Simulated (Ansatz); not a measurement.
**BF2 (SMILES F[B]F) at 6 levels**

We compute a comparison of 6 runs (UB3LYP/STO-3G, USVWN5/STO-3G, RPA@PBE/STO-3G, UMP2/STO-3G, UCCSDTQ/STO-3G, UCCSD(T)/STO-3G) of BF2. 

The results are computed with Ansatz 0.2.0.

36 further runs of the same task are left out: 36 set aside as unsound or not needed.

## (1) The system as given

BF2: 3 atoms, total charge 0, spin state doublet. As SMILES, `F[B]F`. The F3–B2 distance was set to 3.265 Å, away from the relaxed value. At this shape a bond of the SMILES string is far longer than usual.

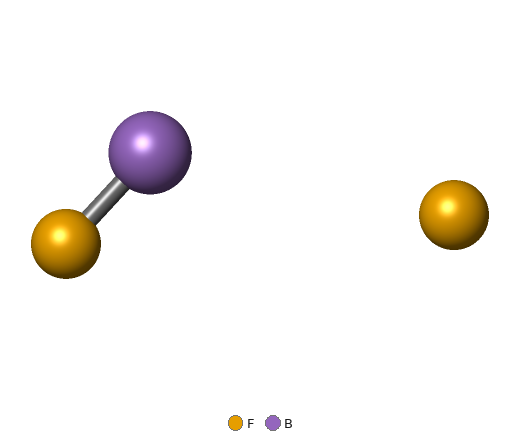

The structure, seen from a chosen angle (fluorine amber, boron purple).

## (2) The energy at UB3LYP/STO-3G (run 1)

File job.yaml:

```yaml
crystal:
  periodic: [false, false, false]
  atoms:
    - {symbol: F, position_ang: [2.135914, -1.791884, 0.963832]}
    - {symbol: B, position_ang: [1.901814, -0.507084, 0.985132]}
    - {symbol: F, position_ang: [-0.802900, 0.738900, -0.354600]}
basis:
  gaussian: {orbitals: STO-3G}
magnetization: {spin_polarized: true, initial_magnetization: 1}
hamiltonian: {xc: {name: B3LYP}}
accuracy: high
```

Command:

```bash
$ ansatz run job.yaml --threads 1 --pin off --max-ram 2610MiB --events-out events.jsonl --progress --plain --runs-dir runs
```

The log of the run:

```text
Warning: RAYON_NUM_THREADS=1 ignored (pool sized by the plan → 1); use --threads N
Functional definition: B3LYP
  name "B3LYP"
  parameter a0 = 0.2
  parameter ax = 0.72
  parameter ac = 0.81
  exchange = (1 - a0 - ax)*slater_x + ax*b88_x + a0*exact_x
  correlation = (1 - ac)*vwn_rpa_c + ac*lyp_c
228 factors; integrals over basis functions are off by at most 3.9e-8 eV
mean field evaluation 1: about -6004.6903 eV, gradient 9.0e0 eV
mean field evaluation 2: about -5619.1556 eV, gradient 1.5e1 eV
mean field evaluation 4: about -6004.2519 eV, gradient 4.2e0 eV
mean field evaluation 8: about -6017.4054 eV, gradient 1.3e-1 eV
mean field evaluation 16: about -6017.3985 eV, gradient 1.1e-5 eV
mean field evaluation 32: about -6017.3958 eV, gradient 8.5e-2 eV
mean field -6017.39845398 eV, -221.1353144444 hartree, gradient 4.1e-8 eV, S^2 0.750094; 3 other end points of the search recorded, 0 dependent functions left out
reference -6017.39847405 eV, -221.1353151823 hartree; 12, 11 occupied and 3, 4 virtual orbitals, 228 factors
Total energy: -6017.39847405 eV, -221.1353151823 hartree
```

It took 2.1 s on 1 thread of Intel Xeon Platinum 8488C (Sapphire Rapids), shared host; peak memory 0.13 GiB.

## (3) The energy at USVWN5/STO-3G (run 2)

File run.yaml:

```yaml
basis:
  gaussian:
    orbitals: STO-3G
crystal:
  periodic: [false, false, false]
  atoms:
    - {symbol: F, position_ang: [2.135914, -1.791884, 0.963832]}
    - {symbol: B, position_ang: [1.901814, -0.507084, 0.985132]}
    - {symbol: F, position_ang: [-0.802900, 0.738900, -0.354600]}
magnetization:
  spin_polarized: true
  initial_magnetization: 1
hamiltonian:
  xc: {name: SVWN5}
accuracy: high
```

Command:

```bash
$ ansatz run run.yaml --threads 1 --pin off --max-ram 2610MiB --events-out events.jsonl --progress --plain --runs-dir runs
```

The log of the run:

```text
Warning: RAYON_NUM_THREADS=1 ignored (pool sized by the plan → 1); use --threads N
Functional definition: SVWN5
  name "SVWN5"
  exchange = slater_x
  correlation = vwn5_c
228 factors; integrals over basis functions are off by at most 3.9e-8 eV
mean field evaluation 1: about -5963.3858 eV, gradient 2.0e1 eV
mean field evaluation 2: about -5575.8928 eV, gradient 1.5e1 eV
mean field evaluation 4: about -5960.3414 eV, gradient 6.0e0 eV
mean field evaluation 8: about -5973.4440 eV, gradient 8.2e-1 eV
mean field evaluation 16: about -5973.4335 eV, gradient 3.9e-6 eV
mean field evaluation 32: about -5973.4040 eV, gradient 6.4e-2 eV
mean field evaluation 64: about -5973.4044 eV, gradient 3.3e-1 eV
mean field -5973.43348297 eV, -219.5196315604 hartree, gradient 2.8e-8 eV, S^2 0.750296; 7 other end points of the search recorded, 0 dependent functions left out
reference -5973.43348415 eV, -219.5196316040 hartree; 12, 11 occupied and 3, 4 virtual orbitals, 228 factors
Total energy: -5973.43348415 eV, -219.5196316040 hartree
```

Run time: 1.2 s. Hardware: 1 thread of Intel Xeon Platinum 8488C (Sapphire Rapids), shared host; peak memory 0.11 GiB.

Runs 3 to 5 aren't shown in full; the table further down has their settings and results.

## (4) A single-point energy at UCCSD(T)/STO-3G (run 6)

File run.yaml:

```yaml
crystal:
  periodic: [false, false, false]
  atoms:
    - {symbol: F, position_ang: [2.135914, -1.791884, 0.963832]}
    - {symbol: B, position_ang: [1.901814, -0.507084, 0.985132]}
    - {symbol: F, position_ang: [-0.802900, 0.738900, -0.354600]}
basis:
  gaussian:
    orbitals: STO-3G
magnetization:
  spin_polarized: true
  initial_magnetization: 1
correlation:
  method: ccsd_t
  frozen_orbitals: {B: 1, F: 1}
accuracy: high
scf:
  omitted_lower_state_checks: [cluster_reference, increment]
```

Command:

```bash
$ ansatz run run.yaml --threads 1 --pin off --max-ram 2610MiB --events-out events.jsonl --progress --plain --runs-dir runs
```

The log of the run:

```text
Warning: RAYON_NUM_THREADS=1 ignored (pool sized by the plan → 1); use --threads N
[... 17 lines left out ...]
3 core orbitals not correlated: weight in the atoms' cores, before any rotation towards them, 1.000 or more for the frozen orbitals, at most 0.000 for the correlated occupied ones
[... 70 lines left out ...]
Total energy: -5998.09673471 eV, -220.4259893446 hartree
Checks for a lower state left out: cluster_reference, increment
```

Run time: 0.56 s. Hardware: 1 thread of Intel Xeon Platinum 8488C (Sapphire Rapids), shared host.

## (5) All runs side by side

| run | level | frozen core orbitals | energy (Eh) | ⟨S²⟩ | wall time |
| --- | --- | --- | --- | --- | --- |
| 1 | UB3LYP/STO-3G | – | -221.135315 | 0.750 | 2.1 s |
| 2 | USVWN5/STO-3G | – | -219.519632 | 0.750 | 1.2 s |
| 3 | RPA@PBE/STO-3G | 3 | -220.498886 | 0.750 | 4.8 s |
| 4 | UMP2/STO-3G | 3 | -220.401920 | 0.751 | 0.28 s |
| 5 | UCCSDTQ/STO-3G | 3 | -220.426579 | 0.751 | 99 s |
| 6 | UCCSD(T)/STO-3G | 3 | -220.425989 | 0.751 | 0.56 s |

## (6) Summary of results

| quantity | value |
| --- | --- |
| run 6: total energy | -220.42599 Eh |
| run 6: correlation energy (3 core orbitals frozen) | -86.9 mEh |
| run 6: (T) correction | -7.42 mEh |
| run 6: ⟨S²⟩ of the reference determinant | 0.751 |
| run 6: T1 diagnostic | 0.019 |

**Reading.** Totals of different functionals can't be ranked against each other. In runs 1, 2, 3, 4, 5, 6 the basis is minimal, so the values are rough. All runs together took 1.8 min, the longest 99 s.
